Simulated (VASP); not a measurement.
Band structure of Cu$_{2}$O (space group Pn-3m). These are SCAN meta-GGA, VASP's PBE PAW potentials (set 64) (plane waves; VASP) values and carry that method's errors.

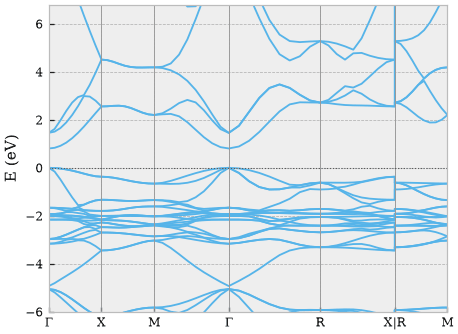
*Bands along high-symmetry lines, zero at the valence-band maximum or, without a gap, the Fermi level*

Question: Read the plot: is there a gap, and where are the band edges?

Answer: The gap is direct, 0.81 eV, from the valence maximum at Γ to the conduction minimum at Γ.

The structure comes from a measured Cu2O entry (Pn-3m) of the Crystallography Open Database, whose conditions weren't checked. It was relaxed first.
